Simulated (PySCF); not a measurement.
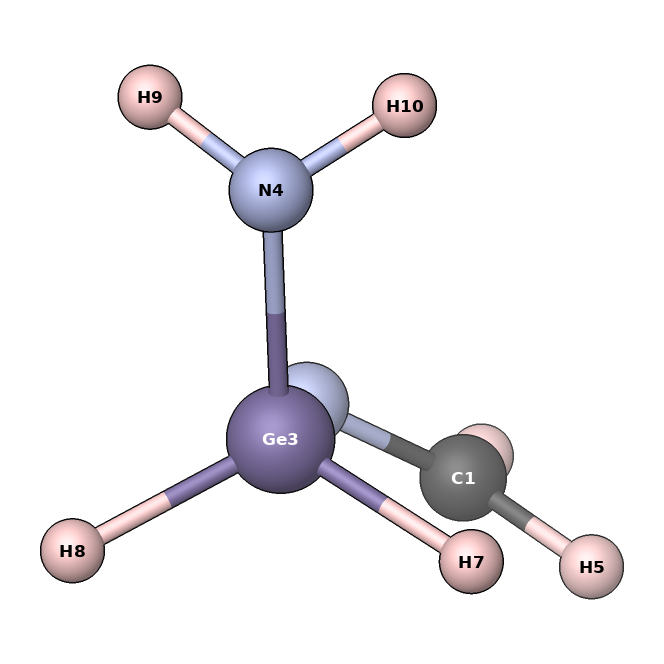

N2 lies behind Ge3. The molecule seen nearly along the Ge3–N2 bond, Ge3 in front. Atoms fade into the background with distance from the viewer. The geometry was computed by an optimisation with PBE0-D3(BJ)/def2-SVP. No frequency run is at hand to confirm it as a minimum.

Question: What is the torsion angle N4–Ge3–N2–C1? The sign is positive where the front bond must turn clockwise to cover the back bond.

Answer: 120°, anticlinal.
